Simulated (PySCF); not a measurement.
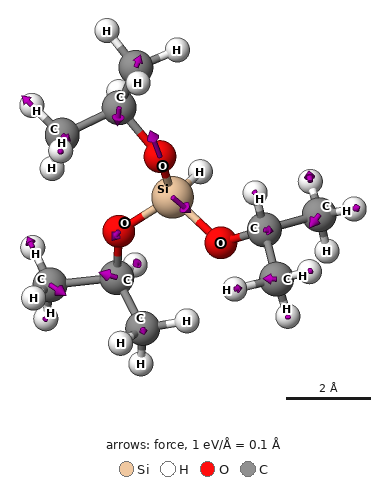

Starting geometry of C9H22O3Si with the computed forces as purple arrows. A ball-and-stick model, seen at a tilt.

The start comes from GFN2-xTB. Its atoms were then displaced at random by about 0.03 Å.

These are results of PBE0-D3(BJ)/def2-SVP geometry optimisation, gas phase (PySCF), not measurements. 

Question: Is this structure relaxed? If not, where do the atoms go?

Answer: It isn't relaxed: the largest force vector, on an O atom, is 8.61 eV/Å. The final displacements have little in common with the starting forces (cosine between the two patterns 0.16). The energy falls by 48.1 kcal/mol in 9 geometry steps. An H atom moves most after the best rigid fit: 0.39 Å. By element the largest moves are H 0.39 Å, C 0.27 Å, O 0.22 Å, Si 0.13 Å. Near-neighbour distances that change, for instance: O–Si 1.495 → 1.647 Å, C–C 1.628 → 1.515 Å, C–O 1.523 → 1.420 Å, C–C 1.424 → 1.515 Å. Bond angles that change, for instance: H–C–H 116.3° → 108.6°, H–Si–O 104.1° → 111.4°, C–C–H 102.7° → 110.0°.
